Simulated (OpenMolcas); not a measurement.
# A workflow on SiHCl2F (SMILES F[SiH](Cl)Cl)

Wanted: a single-point energy (HF/ANO-RCC-MB), then a single-point energy (CASSCF(2,2)/ANO-RCC-VDZP), then the energy along one coordinate (CASPT2(2,2)/ANO-RCC-VDZP), then the energy along one coordinate (SC-NEVPT2(2,2)/ANO-RCC-VDZP), then the energy along one coordinate (MC-PDFT[tPBE](2,2)/ANO-RCC-VDZP) of SiHCl2F. 

The calculation is run with OpenMolcas 26.06.

## Step 1: The molecule

The species is SiHCl2F (5 atoms), meant as a singlet with charge 0. As SMILES, `F[SiH](Cl)Cl`. Geometry: relaxed at PBE0-D4/def2-TZVP.

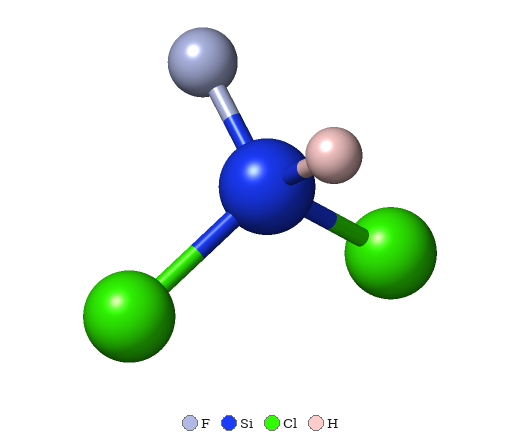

The structure, seen from a chosen angle (fluorine light blue, silicon blue, chlorine green, hydrogen pink).

## Step 2: A single-point energy at HF/ANO-RCC-MB (DKH2) (run 1)

The input, coord.xyz:

```xyz
5

F      0.035500    -0.682700     1.466900
Si     0.115700    -0.048400     0.020800
Cl    -0.511900     1.872300     0.131500
Cl    -1.092800    -1.108700    -1.208300
H      1.503300    -0.106100    -0.452400
```

The input, step1.inp:

```
&GATEWAY
 Coord = coord.xyz
 Basis = ANO-RCC-MB
 Group = NoSym

&SEWARD

&SCF
 PrOrbitals = 0

&LOCALISATION
 Occupied
 Freeze
 Pipek-Mezey

&LOCALISATION
 FileOrb = $Project.LocOrb
 Virtual
 Pipek-Mezey
```

On the command line:

```
$ export MOLCAS_MEM=1860
$ pymolcas step1.inp > step1.log
```

Log:

```text
--- Start Module: gateway ---
[...]
--- Stop Module: gateway /rc=_RC_ALL_IS_WELL_ ---
[...]
      Basis functions           33
[...]
       Convergence after   9 Iterations
[...]
::    Total SCF energy                              -1311.3904206659
[...]
      Total spin, S                                     0.0000000000
[...]
      Total electronic charge=   58.000000
      Total            charge=   -0.000000
[...]
      Dipole Moment (debye):
      Origin of the operator (angstrom)=   -0.4298    0.1041   -0.0819
                   X=  1.8634E+00               Y= -1.1197E-01               Z= -5.5868E-01           Total=  1.9486E+00
      Quadrupole Moment (debye*angstrom):
[...]
--- Start Module: localisation ---
[...]
--- Stop Module: localisation /rc=_RC_ALL_IS_WELL_ ---
--- Start Module: localisation ---
[...]
--- Stop Module: localisation /rc=_RC_ALL_IS_WELL_ ---
[...]
```

It took 3 s on 1 thread of Arm Neoverse V1, shared host; peak memory 0.38 GiB.

## Step 3: A single-point energy at CASSCF(2,2)/ANO-RCC-VDZP (DKH2, RICD fitting) (run 2)

coord.xyz is that of step 2.

The input, step2.inp:

```
>>> EXPORT MOLCAS_PRINT=2

&gateway
 coord=coord.xyz
 basis=ANO-RCC-MB
 group=NoSym

&seward

&rasscf
 fileorb=$CurrDir/step1.LocOrb
 alter=2
 1 23 29
 1 30 32
 spin=1
 nactel=2 0 0
 inactive=28
 ras2=2
 orblisting=Nothing
>>> COPY $Project.RunFile RUNFIL1
>>> COPY $Project.RasOrb INPORB

&gateway
 coord=coord.xyz
 basis=ANO-RCC-VDZP
 group=NoSym
 ricd

&seward
>>> COPY $Project.RunFile RUNFIL2

&expbas

&rasscf
 fileorb=$Project.ExpOrb
 spin=1
 nactel=2 0 0
 inactive=28
 ras2=2
 orblisting=Nothing
 orbappear=Compact
```

On the command line:

```
$ export MOLCAS_MEM=1860
$ pymolcas step2.inp > step2.log
```

Log:

```text
--- Start Module: gateway ---
[...]
--- Stop Module: gateway /rc=_RC_ALL_IS_WELL_ ---
[...]
      Basis functions           33
[...]
      Number of active orbitals                  2
[...]
      Spin quantum number                      0.0
[...]
      Active orbitals                            2
[...]
      Number of CSFs                             3
[...]
      Number of root(s) required                 1
[...]
      Convergence after 11 iterations
[...]
      printout of CI-coefficients larger than  0.05 for root  1
      energy=   -1311.400865
      conf/sym  11     Coeff  Weight
             1  20   0.99649 0.99300
             3  02  -0.08367 0.00700
      Natural orbitals and occupation numbers for root  1
      sym 1:   1.985998   0.014002
      ************************************************************************************************************************
      *                                                    Final results                                                     *
[...]
::    RASSCF root number  1 Total energy:  -1311.40086530
[...]
      Basis functions           73
[...]
--- Start Module: expbas ---
[...]
--- Stop Module: expbas /rc=_RC_ALL_IS_WELL_ ---
--- Start Module: rasscf ---
[...]
      Convergence after 18 iterations
[...]
      Natural orbitals and occupation numbers for root  1
      sym 1:   1.986600   0.013400
      ************************************************************************************************************************
      *                                                    Final results                                                     *
[...]
::    RASSCF root number  1 Total energy:  -1311.73295612
[...]
      Total electronic charge=   58.000000
      Total            charge=   -0.000000
[...]
      Dipole Moment (debye):
      Origin of the operator (angstrom)=   -0.4298    0.1041   -0.0819
                   X=  1.0055E+00               Y=  1.7744E-01               Z= -8.3034E-01           Total=  1.3160E+00
      Quadrupole Moment (debye*angstrom):
[...]
--- Stop Module: rasscf /rc=_RC_ALL_IS_WELL_ ---
[...]
```

Wall time 9.6 s (1 thread of Arm Neoverse V1, shared host); peak memory 0.38 GiB.

## Step 4: The energy along one coordinate at CASPT2(2,2)/ANO-RCC-VDZP (DKH2, RICD fitting, ipea shift 0.25 Eh, pt2 variant SS) (run 3)

The input, step3.input:

```
* Cl2FHSi CASPT2
>>> COPY $CurrDir/step2.RasOrb $Project.RasOrb
>>> ForEach K in (1, 2, 3, 4, 5, 6, 7, 8, 9)

&gateway
 coord
 $CurrDir/point$K.xyz
 basis
 ANO-RCC-VDZP
 group
 NoSym
 ricd

&seward

&rasscf
 fileorb
 $Project.RasOrb
 spin
 1
 nactel
 2 0 0
 inactive
 28
 ras2
 2
 orblisting
 Nothing
 orbappear
 Compact

&caspt2
 imaginary
 0.2
 frozen
 16
>>> EndDo
```

On the command line:

```
$ export MOLCAS_MEM=1860
$ pymolcas step3.input > step3.log
```

Log (excerpt; [...] marks lines left out):

```text
[...]
      Basis functions           73
[...]
      Number of active orbitals                  2
[...]
      Spin quantum number                      0.0
[...]
      Active orbitals                            2
[...]
      Number of CSFs                             3
[...]
      Number of root(s) required                 1
[...]
      Convergence after 20 iterations
[...]
      Natural orbitals and occupation numbers for root  1
      sym 1:   1.991095   0.008905
      ************************************************************************************************************************
      *                                                    Final results                                                     *
[...]
::    RASSCF root number  1 Total energy:  -1311.70205585
[...]
      E2 (Variational):          -0.5439199258
[...]
::    CASPT2 Root  1     Total energy:  -1312.24597577
[...]
      Convergence after 15 iterations
[...]
      Natural orbitals and occupation numbers for root  1
      sym 1:   1.986605   0.013395
      ************************************************************************************************************************
      *                                                    Final results                                                     *
[...]
      Convergence after 24 iterations
[...]
      Natural orbitals and occupation numbers for root  1
      sym 1:   1.786947   0.213053
      ************************************************************************************************************************
      *                                                    Final results                                                     *
[...]
      Convergence after 18 iterations
[...]
      Natural orbitals and occupation numbers for root  1
      sym 1:   1.491711   0.508289
      ************************************************************************************************************************
      *                                                    Final results                                                     *
[...]
      Convergence after 20 iterations
[...]
::    RASSCF root number  1 Total energy:  -1311.54224564
[...]
::    CASPT2 Root  1     Total energy:  -1312.04960621
[...]
      Convergence after  9 iterations
[...]
::    RASSCF root number  1 Total energy:  -1311.54032806
[...]
      E2 (Variational):          -0.5047419466
[...]
::    CASPT2 Root  1     Total energy:  -1312.04507000
[...]
```

It took 62 s on 1 thread of Arm Neoverse V1, shared host; peak memory 0.084 GiB.

The scan, from its lowest point:

```csv
Si2–F1 (Å),energy (kJ/mol)
1.423,86.9
1.581,0.0
1.739,18.0
1.976,115.3
2.293,266.0
2.688,425.4
3.162,548.9
3.795,602.5
4.743,614.4
```

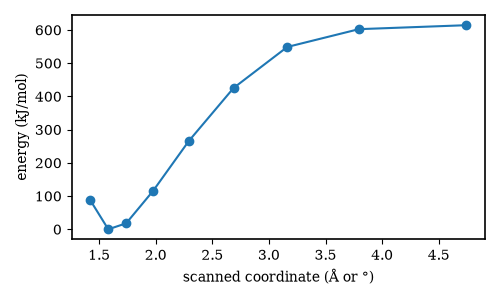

Energy along the scan.

## Step 5: The energy along one coordinate at SC-NEVPT2(2,2)/ANO-RCC-VDZP (DKH2, RICD fitting, pt2 variant SC-NEVPT2) (run 4)

The input, step4.input:

```
>>> COPY $CurrDir/step2.RasOrb $Project.RasOrb
>>> ForEach K in (1, 2, 3, 4, 5, 6, 7, 8, 9)

&GATEWAY
  COORD = $CurrDir/point$K.xyz
  BASIS = ANO-RCC-VDZP
  GROUP = NoSym
  RICD

&SEWARD

&RASSCF
  FILEORB = $Project.RasOrb
  SPIN = 1
  NACTEL = 2 0 0
  INACTIVE = 28
  RAS2 = 2
  ORBLISTING = Nothing
  ORBAPPEAR = Compact

&CASPT2
  SC-NEVPT2
  FROZEN = 16
>>> EndDo
```

On the command line:

```
$ export MOLCAS_MEM=1860
$ pymolcas step4.input > step4.log
```

Log (excerpt; [...] marks lines left out):

```text
[...]
      Basis functions           73
[...]
      Number of active orbitals                  2
[...]
      Spin quantum number                      0.0
[...]
      Active orbitals                            2
[...]
      Number of CSFs                             3
[...]
      Number of root(s) required                 1
[...]
      Convergence after 20 iterations
[...]
      Natural orbitals and occupation numbers for root  1
      sym 1:   1.991095   0.008905
      ************************************************************************************************************************
      *                                                    Final results                                                     *
[...]
::    RASSCF root number  1 Total energy:  -1311.70205585
[...]
      E2 (Variational):          -0.5386706799
[...]
::    SC-NEVPT2 Root  1     Total energy:  -1312.24062452
[...]
      Convergence after 15 iterations
[...]
      Natural orbitals and occupation numbers for root  1
      sym 1:   1.986605   0.013395
      ************************************************************************************************************************
      *                                                    Final results                                                     *
[...]
      Convergence after 24 iterations
[...]
      Natural orbitals and occupation numbers for root  1
      sym 1:   1.786947   0.213053
      ************************************************************************************************************************
      *                                                    Final results                                                     *
[...]
      Convergence after 18 iterations
[...]
      Natural orbitals and occupation numbers for root  1
      sym 1:   1.491711   0.508289
      ************************************************************************************************************************
      *                                                    Final results                                                     *
[...]
      Convergence after 20 iterations
[...]
::    RASSCF root number  1 Total energy:  -1311.54224564
[...]
::    SC-NEVPT2 Root  1     Total energy:  -1312.04443476
[...]
      Convergence after  9 iterations
[...]
::    RASSCF root number  1 Total energy:  -1311.54032806
[...]
      E2 (Variational):          -0.4999131511
[...]
::    SC-NEVPT2 Root  1     Total energy:  -1312.04024121
[...]
```

Run time: 61 s. Hardware: 1 thread of Arm Neoverse V1, shared host; peak memory 0.084 GiB.

The scan, from its lowest point:

```
Si2–F1 (Å)  energy (kJ/mol)
     1.423             92.0
     1.581              0.0
     1.739             12.1
     1.976            103.0
     2.293            253.6
     2.688            422.7
     3.162            554.6
     3.795            607.1
     4.743            618.1
```

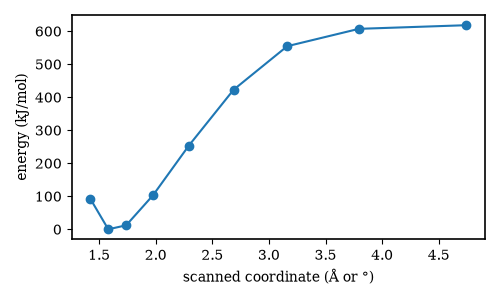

Energy along the scan.

## Step 6: An energy scan at MC-PDFT[tPBE](2,2)/ANO-RCC-VDZP (DKH2, RICD fitting) (run 5)

The input, step5.inp:

```
>>> COPY $CurrDir/step2.RasOrb $Project.RasOrb
>>> ForEach K in (1, 2, 3, 4, 5, 6, 7, 8, 9)

&GATEWAY
 Coord = $CurrDir/point$K.xyz
 Basis = ANO-RCC-VDZP
 Group = NoSym
 RICD

&SEWARD

&RASSCF
 FileOrb = $Project.RasOrb
 Spin = 1
 Nactel = 2 0 0
 Inactive = 28
 Ras2 = 2
 OrbListing = Nothing
 OrbAppear = Compact

&MCPDFT
 KSDFT = T:PBE
>>> EndDo
```

On the command line:

```
$ export MOLCAS_MEM=1860
$ pymolcas step5.inp > step5.log
```

Log (excerpt; [...] marks lines left out):

```text
--- Start Module: gateway ---
[...]
      Basis functions           73
[...]
      Number of active orbitals                  2
[...]
      Spin quantum number                      0.0
[...]
      Active orbitals                            2
[...]
      Number of CSFs                             3
[...]
      Number of root(s) required                 1
[...]
      Convergence after 20 iterations
[...]
      Natural orbitals and occupation numbers for root  1
      sym 1:   1.991095   0.008905
      ************************************************************************************************************************
      *                                                    Final results                                                     *
[...]
::    RASSCF root number  1 Total energy:  -1311.70205585
[...]
::    MCPDFT root number  1 Total energy:  -1313.44570559
[...]
      Convergence after 15 iterations
[...]
      Natural orbitals and occupation numbers for root  1
      sym 1:   1.986605   0.013395
      ************************************************************************************************************************
      *                                                    Final results                                                     *
[...]
      Convergence after 24 iterations
[...]
      Natural orbitals and occupation numbers for root  1
      sym 1:   1.786947   0.213053
      ************************************************************************************************************************
      *                                                    Final results                                                     *
[...]
      Convergence after 18 iterations
[...]
      Natural orbitals and occupation numbers for root  1
      sym 1:   1.491711   0.508289
      ************************************************************************************************************************
      *                                                    Final results                                                     *
[...]
      Convergence after 20 iterations
[...]
::    RASSCF root number  1 Total energy:  -1311.54224564
[...]
::    MCPDFT root number  1 Total energy:  -1313.24565908
[...]
      Convergence after  9 iterations
[...]
::    RASSCF root number  1 Total energy:  -1311.54032806
[...]
      Total electronic charge=   58.000000
      Total            charge=   -0.000000
[...]
::    MCPDFT root number  1 Total energy:  -1313.24087052
[...]
```

It took 64 s on 1 thread of Arm Neoverse V1, shared host; peak memory 0.084 GiB.

The scan, from its lowest point:

```
Si2–F1 (Å)  energy (kJ/mol)
     1.423             88.1
     1.581              0.0
     1.739             15.0
     1.976            105.8
     2.293            246.1
     2.688            401.0
     3.162            545.4
     3.795            613.3
     4.743            625.9
```

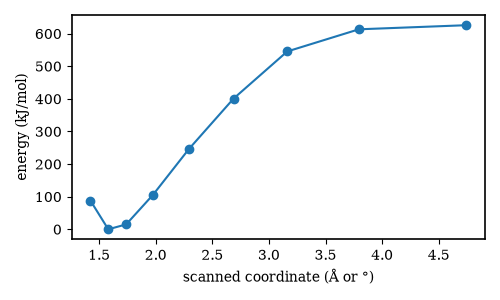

Energy along the scan.

## Step 7: Results

| quantity | value |
| --- | --- |
| run 1, HF/ANO-RCC-MB: total energy | -1311.39042 Eh |
| run 1, HF/ANO-RCC-MB: dipole moment | 1.95 D |
| run 1, HF/ANO-RCC-MB: HOMO energy | -13.68 eV |
| run 1, HF/ANO-RCC-MB: LUMO energy | 2.87 eV |
| run 1, HF/ANO-RCC-MB: HOMO–LUMO gap | 16.55 eV |
| run 2, CASSCF(2,2)/ANO-RCC-VDZP: total energy | -1311.73296 Eh |
| run 2, CASSCF(2,2)/ANO-RCC-VDZP: dipole moment (CASSCF density) | 1.32 D |
| run 3, CASPT2(2,2)/ANO-RCC-VDZP: lowest energy of the scan | -1312.27907 Eh |
| run 4, SC-NEVPT2(2,2)/ANO-RCC-VDZP: lowest energy of the scan | -1312.27567 Eh |
| run 5, MC-PDFT[tPBE](2,2)/ANO-RCC-VDZP: lowest energy of the scan | -1313.47927 Eh |

**Reading.** Mulliken charges (run 1, HF/ANO-RCC-MB) run from -0.56 on F1 to +1.25 on Si2; they depend strongly on the basis.
